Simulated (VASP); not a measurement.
Band structure of ScB₂ (space group Cmcm). Calculation: PBE GGA, VASP's PBE PAW potentials (set 64) (plane waves; VASP).

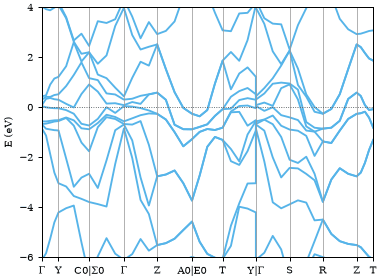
Figure: Bands along high-symmetry lines, zero at the valence-band maximum or, without a gap, the Fermi level

Task: Read the plot: is there a gap, and where are the band edges?

Result: It has no gap at this level: it comes out as a metal or semimetal.

The structure was generated: ScB2 was put into an ordered model structure, which need not be its known phase. The cell was not relaxed at this level. The k-mesh is coarse (spacing up to 0.40 per Å, 2π included), so the numbers may not be converged in it.
